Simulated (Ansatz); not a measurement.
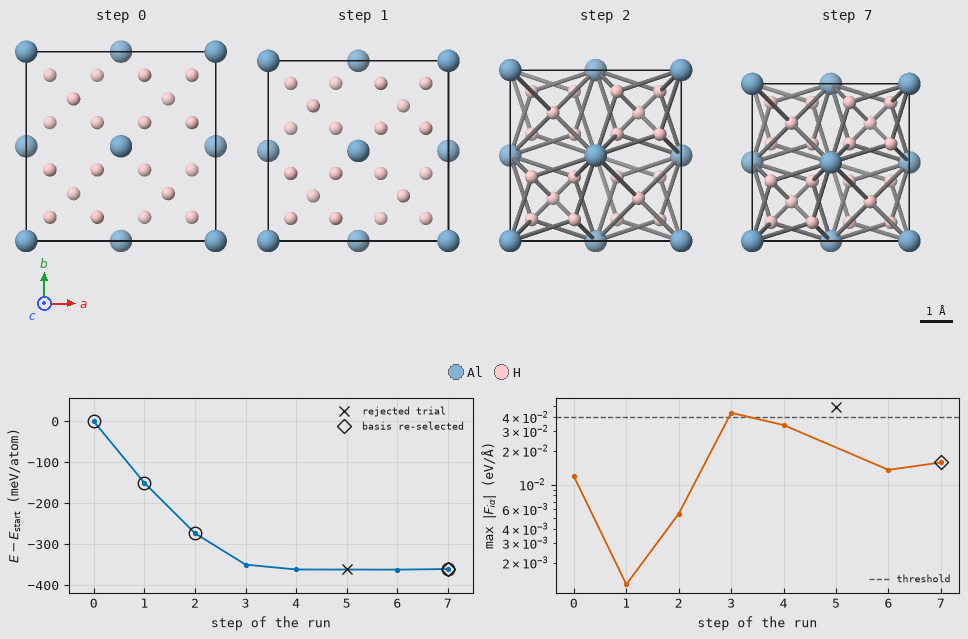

Frames of a relaxation of crystalline AlH₅ (a generated structure, set up in F-43m) (coarse preliminary run), marked on the history of the run. Style: ball-and-stick. Shown: the conventional cell (4 times the calculation's cell), along the c axis. Lengths and directions refer to the drawn axes.

The calculation used DFT PBE, scalar-relativistic, plane waves, PAW (Ansatz 0.2.0). Settings: plane-wave cutoff 420 eV; k-point mesh 6 × 6 × 6; occupations gaussian; smearing width 0.1 eV; no spin polarisation; cell and atoms relaxed; force threshold 0.04 eV/Å; at most 70 steps.

Question: Describe the path.

Answer: The largest moves relative to the cell, 0.055 Å, are those of H atoms. Al stays in place. The volume changes by −42.9 %, with a = b = c 5.956 → 4.941 Å (−17.0 %). Some distances before and after: Al–H 2.579 → 2.140 Å, Al–H 2.469 → 2.059 Å. The space group stays F-43m (No. 216). The energy falls by 360 meV per atom in 5 accepted moves (7 points after the start). The largest force component goes from 0.012 to 0.016 eV/Å. The pressure goes from −19.60 to −0.29 GPa. The line search rejected the trial step at point 5 of the run. The SCF was repeated once at an unchanged geometry on a basis and grid sized afresh for the cell, which shifted the energy by 1.5 meV per atom at most. From step 0 to 1: volume −13.9 %, energy −150 meV per atom. From step 1 to 2: volume −14.6 %, energy −123 meV per atom. From step 2 to 7: H atoms move most (0.05 Å), volume −22.3 %, energy −87.3 meV per atom.

| step | E − E(0), meV/atom | largest force component, eV/Å | pressure, GPa | volume, Å³/atom | note |
| --- | --- | --- | --- | --- | --- |
| 0 | 0.00 | 0.0119 | -19.60 | 8.805 |  |
| 1 | -149.99 | 0.0013 | -18.89 | 7.579 |  |
| 2 | -273.04 | 0.0055 | -15.71 | 6.472 |  |
| 3 | -349.60 | 0.0439 | -6.87 | 5.465 |  |
| 4 | -361.50 | 0.0341 | -0.13 | 5.035 |  |
| 5 | -360.26 | 0.0498 | -0.02 | 5.026 | rejected |
| 6 | -361.81 | 0.0136 | -0.06 | 5.026 |  |
| 7 | -360.32 | 0.0158 | -0.29 | 5.026 | same geometry, new basis |
